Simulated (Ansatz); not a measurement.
# [NH4]+ (SMILES [NH4+]) at RPA@PBE/def2-TZVPP

What is the vertical singlet–triplet gap of [NH4]+ at RPA@PBE/def2-TZVPP? 

The results are computed with Ansatz 0.2.0.

### Step 1. The structure to begin with

[NH4]+: 5 atoms, total charge +1, spin state singlet. As SMILES, `[NH4+]`. Geometry: relaxed at PBE0-D4/def2-TZVP.

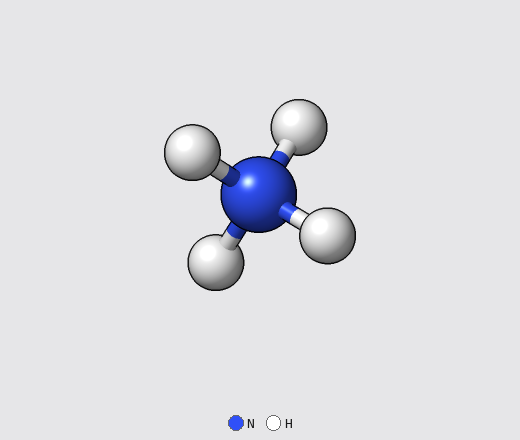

The structure, seen from a chosen angle (nitrogen blue, hydrogen white).

### Step 2. A single-point energy at RPA@PBE/def2-TZVPP

run.yaml reads:

```yaml
crystal:
  periodic: [false, false, false]
  atoms:
    - {symbol: "N", position_ang: [0.000010, 0.000010, -0.000000]}
    - {symbol: H, position_ang: [0.453330, -0.447860, 0.801010]}
    - {symbol: H, position_ang: [-0.972430, 0.216180, 0.235210]}
    - {symbol: H, position_ang: [0.023940, -0.633460, -0.803650]}
    - {symbol: H, position_ang: [0.495160, 0.865130, -0.232580]}
basis:
  gaussian: {orbitals: def2-TZVPP}
correlation: {method: rpa, frozen_orbitals: {H: 0, "N": 1}}
hamiltonian: {xc: {name: PBE}}
accuracy: high
total_charge: 1
```

Launch:

```
ansatz run run.yaml --threads 1 --pin off --max-ram 3480MiB --events-out events.jsonl --progress --plain --runs-dir runs
```

What it wrote:

```text
Warning: RAYON_NUM_THREADS=1 ignored (pool sized by the plan → 1); use --threads N
Functional definition: PBE
  name "PBE"
  parameter kappa = 0.804
  parameter beta = 0.06672455060314922
  exchange = pbe_x(kappa = kappa, mu = beta*pi^2/3)
  correlation = pbe_c(beta = beta)
1521 factors; integrals over basis functions are off by at most 3.6e-9 eV
mean field evaluation 1: about -1529.2979 eV, gradient 1.0e2 eV
mean field evaluation 2: about -1529.2970 eV, gradient 1.0e2 eV
mean field evaluation 4: about -1546.5632 eV, gradient 1.3e1 eV
mean field evaluation 8: about -1546.9319 eV, gradient 3.2e-3 eV
mean field evaluation 16: about -1546.9319 eV, gradient 5.5e-9 eV
mean field -1546.93189734 eV, -56.8486986793 hartree, gradient 5.8e-9 eV, S^2 0.000000; 0 other end points of the search recorded, 0 dependent functions left out
1 core orbitals not correlated: weight in the atoms' cores, before any rotation towards them, 1.000 or more for the frozen orbitals, at most 0.000 for the correlated occupied ones
reference -1539.02725077 eV, -56.5582082757 hartree; 4, 4 occupied and 82, 82 virtual orbitals, 1521 factors
Total energy: -1549.49183782 eV, -56.9427747567 hartree
```

Wall time 3.9 s (1 thread of Arm Neoverse V1, shared host); peak memory 0.23 GiB.

### Step 3. The triplet at the same level

in.yaml reads:

```yaml
crystal:
  periodic: [false, false, false]
  atoms:
    - {symbol: "N", position_ang: [0.000010, 0.000010, -0.000000]}
    - {symbol: H, position_ang: [0.453330, -0.447860, 0.801010]}
    - {symbol: H, position_ang: [-0.972430, 0.216180, 0.235210]}
    - {symbol: H, position_ang: [0.023940, -0.633460, -0.803650]}
    - {symbol: H, position_ang: [0.495160, 0.865130, -0.232580]}
basis:
  gaussian: {orbitals: def2-TZVPP}
total_charge: 1
magnetization: {spin_polarized: true, initial_magnetization: 2}
hamiltonian: {xc: {name: PBE}}
correlation: {method: rpa, frozen_orbitals: {H: 0, "N": 1}}
accuracy: high
```

Launch:

```
ansatz run in.yaml --threads 1 --pin off --max-ram 3480MiB --events-out events.jsonl --progress --plain --runs-dir runs
```

What it wrote, shortened:

```text
Warning: RAYON_NUM_THREADS=1 ignored (pool sized by the plan → 1); use --threads N
Functional definition: PBE
  name "PBE"
[...]
1521 factors; integrals over basis functions are off by at most 3.6e-9 eV
[...]
mean field -1532.71980851 eV, -56.3264140481 hartree, gradient 5.6e-8 eV, S^2 2.002050; 12 other end points of the search recorded, 0 dependent functions left out
1 core orbitals not correlated: weight in the atoms' cores, before any rotation towards them, 1.000 or more for the frozen orbitals, at most 0.000 for the correlated occupied ones
reference -1524.86457207 eV, -56.0377394333 hartree; 5, 3 occupied and 81, 83 virtual orbitals, 1521 factors
Total energy: -1535.16304818 eV, -56.4162014499 hartree
```

Run time: 34 s. Hardware: 1 thread of Arm Neoverse V1, shared host; peak memory 0.27 GiB.

### Step 4. Outcome

Level: RPA@PBE/def2-TZVPP, 1 core orbital frozen.

```
                                        quantity         value
                           singlet: total energy  -56.94277 Eh
       singlet: RPA correlation energy (valence)    -384.6 mEh
                           triplet: total energy  -56.41620 Eh
       triplet: RPA correlation energy (valence)    -378.5 mEh
      triplet: ⟨S²⟩ of the reference determinant         2.002
vertical energy of the triplet above the singlet     14.329 eV
```

What this shows: At this shape the triplet lies 14.33 eV (1383 kJ/mol) above the singlet.
